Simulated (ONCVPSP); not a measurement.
Pseudopotential generation for Mg (part 2 of 2)

The same run, continued: magnesium (Mg, Z = 12), core [He] 2s2, reference valence 2p6 3s2, valence charge 8. Method: ONCV potential, PBE, fully relativistic, made with ONCVPSP 4.0.1.

**Output (extracts), continued**
```
 Testing for highly-localized positive-energy ghosts
       l    <radius>/rc     E Basis Diag.   E Cutoff

       0        0.928616        3.022202     17.79  WARNING - GHOST(+)

       2        0.938937        5.369944     67.22  WARNING - GHOST(+)

Test configuration 0

   n   l kap    f        eae           eps        diff
   1   0  -1  2.0000  -46.28871596
   2   0  -1  2.0000   -2.93407239
   2   1  -2  4.0000   -1.70929491   -1.70932266   -2.77E-05
   2   1   1  2.0000   -1.71989157   -1.71990010   -8.52E-06
   3   0  -1  2.0000   -0.17291926   -0.17290467    1.46E-05

    Total energies and differences
      AE_ref= -2.00279962E+02  AE_tst= -2.00279962E+02  dif=  0.00E+00
      PS_ref= -3.80778876E+01  PS_tst= -3.80778876E+01  dif= -1.14E-13
      PSP excitation error=  1.14E-13

Test configuration 1

   n   l kap    f        eae           eps        diff
   1   0  -1  2.0000  -46.62756363
   2   0  -1  2.0000   -3.26737158
   2   1  -2  4.0000   -2.04231364   -2.04021133    2.10E-03
   2   1   1  2.0000   -2.05293987   -2.05080601    2.13E-03
   3   0  -1  1.0000   -0.41812610   -0.41879847   -6.72E-04

    Total energies and differences
      AE_ref= -2.00279962E+02  AE_tst= -1.99987432E+02  dif=  2.93E-01
      PS_ref= -3.80778876E+01  PS_tst= -3.77851336E+01  dif=  2.93E-01
      PSP excitation error= -2.24E-04

Test configuration 2

   n   l kap    f        eae           eps        diff
   1   0  -1  2.0000  -47.04432568
   2   0  -1  2.0000   -3.67357613
   2   1  -2  4.0000   -2.44761538   -2.44513441    2.48E-03
   2   1   1  2.0000   -2.45830807   -2.45577434    2.53E-03
   3   0  -1  0.0000   -0.67262735   -0.67262735    0.00E+00

    Total energies and differences
      AE_ref= -2.00279962E+02  AE_tst= -1.99435274E+02  dif=  8.45E-01
      PS_ref= -3.80778876E+01  PS_tst= -3.72312845E+01  dif=  8.47E-01
      PSP excitation error= -1.91E-03

Test configuration 3

   n   l kap    f        eae           eps        diff
   1   0  -1  2.0000  -46.44747514
   2   0  -1  2.0000   -3.09068150
   2   1  -2  4.0000   -1.86579780   -1.86475221    1.05E-03
   2   1   1  2.0000   -1.87640585   -1.87533609    1.07E-03
   3   0  -1  1.5000   -0.29103688   -0.29120751   -1.71E-04

    Total energies and differences
      AE_ref= -2.00279962E+02  AE_tst= -2.00164418E+02  dif=  1.16E-01
      PS_ref= -3.80778876E+01  PS_tst= -3.79623150E+01  dif=  1.16E-01
      PSP excitation error= -2.83E-05

Test configuration 4

   n   l kap    f        eae           eps        diff
   1   0  -1  2.0000  -46.36656091
   2   0  -1  2.0000   -3.01032174
   2   1  -2  4.0000   -1.78508080   -1.78239605    2.68E-03
   2   1   1  2.0000   -1.79569240   -1.79297329    2.72E-03
   3   0  -1  1.0000   -0.20840922   -0.20891749   -5.08E-04
   3   1  -2  0.6667   -0.07599915   -0.07591233    8.68E-05
   3   1   1  0.3333   -0.07629262   -0.07620437    8.83E-05

    Total energies and differences
      AE_ref= -2.00279962E+02  AE_tst= -2.00151659E+02  dif=  1.28E-01
      PS_ref= -3.80778876E+01  PS_tst= -3.79493172E+01  dif=  1.29E-01
      PSP excitation error= -2.67E-04
```

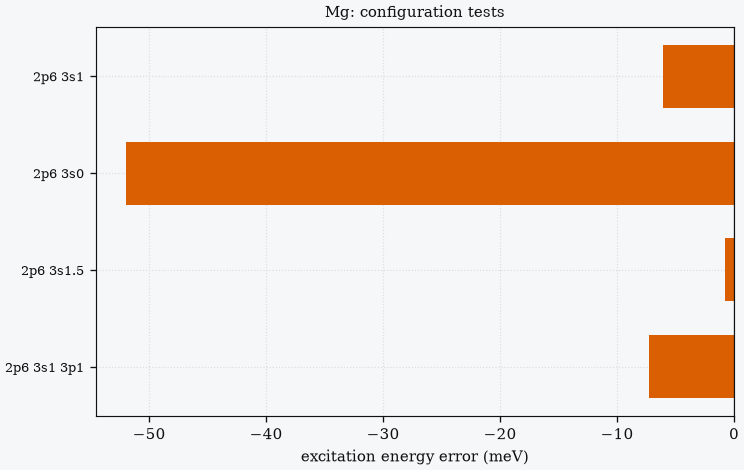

**Figure 2.** Errors, all-electron minus pseudo, of the energies of valence configurations relative to the unpolarised reference 2p6 3s2.

- Worst configuration: 2p6 3s0 (charge +2): the error is -52 meV on an all-electron energy of +22.99 eV relative to the reference, or 0.23 %.
- Errors in meV: 2p6 3s1: -6.1; 2p6 3s0: -52; 2p6 3s1.5: -0.8; 2p6 3s1 3p1: -7.3.

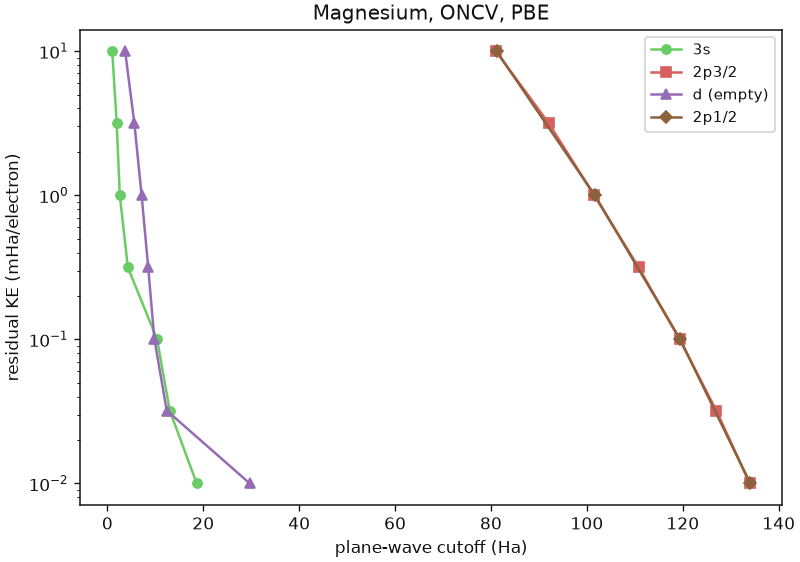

**Figure 3.** Residual kinetic energy of the pseudo-waves (the first of each channel, and further valence shells) beyond the plane-wave cutoff, as the generator prints it.

- Cutoffs for 1 mHa per electron: 2p1/2: 102 Ha; 2p3/2: 102 Ha; d (empty): 7.1 Ha; 3s: 2.6 Ha.
- Cutoffs for the occupied states: 102 Ha for 1 mHa and 119 Ha for 0.1 mHa per electron. The first is set by 2p1/2.

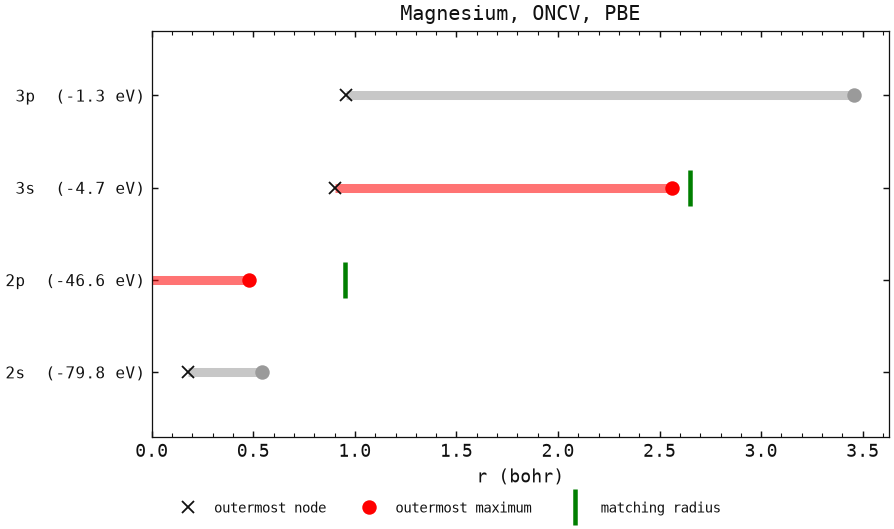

**Figure 4.** Outer shells of the all-electron reference atom: each bar runs from the outermost node (or the nucleus) to the outermost maximum of u(r); the tick is the radius chosen for the pseudo-wave. Shells without a tick have no pseudo-wave of their own. Levels, nodes and maxima are from ld1.x, scalar-relativistic.

- Radii against the shells: 2p: 0.95 bohr, outside the maximum; 3s: 2.65 bohr, outside the maximum.

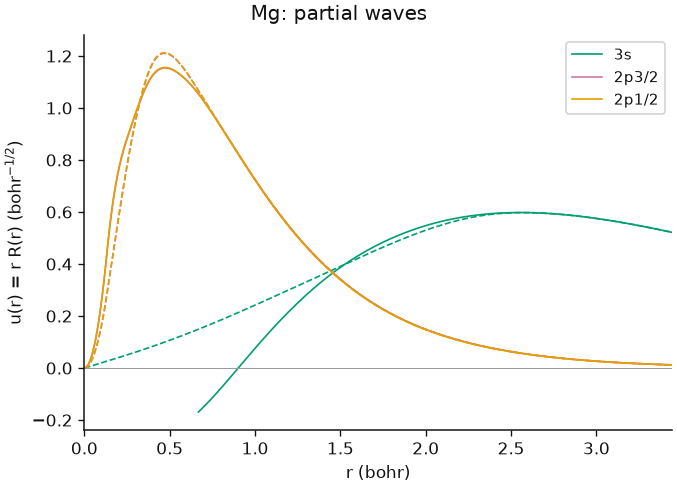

**Figure 5.** Pseudo-waves (dashed) against the all-electron radial functions (solid). The innermost oscillations of some all-electron curves aren't drawn. Reference configuration 2p6 3s2.

- Matching radii: 3s at 2.65 bohr; 2p3/2 at 0.95 bohr; 2p1/2 at 0.95 bohr. The curves merge smoothly, so the plot gives these only roughly.
- Nodes of the pseudo-waves: 3s has no node; 2p3/2 has no node; 2p1/2 has no node.

Outcome of the run: generated, with a spurious state above the valence levels.
